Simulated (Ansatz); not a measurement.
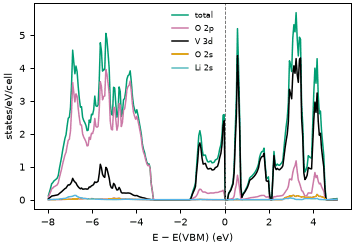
Figure: Total and projected density of states of LiVO2 in space group R-3m (No. 166; V on 3b, O on 6c, Li on 3a), r²SCAN (plane waves, PAW; program Ansatz)

### Question
Which orbitals carry the states next to the gap?

### Answer
Top 1 eV of the valence band: V 3d 83 %, O 2p 15 %. Bottom 1 eV of the conduction band: V 3d 85 %, O 2p 13 %. Projections are on Löwdin-orthogonalised atomic valence shells; empty p or d shells of many metals are not among them.

### Question
Where is the tallest occupied peak in this window, and what makes it?

### Answer
Near -5.4 eV, about 5.1 states/eV per cell; the largest projected share is O 2p.

The workflow started from an entry of the Crystallography Open Database (COD). Whether it is the stable phase at ambient conditions was not checked. The r²SCAN relaxation kept the symmetry of its start; whether a distortion lowers the energy is not shown. Spin order of the final state: ferromagnetic, the only order run, not a proven ground state. The cell computed holds one magnetic atom, so no antiferromagnetic order was within reach. Other orbital occupations within this spin state were not tried. No Hubbard U is applied.

Potentials: the later of the program's two PAW sets.
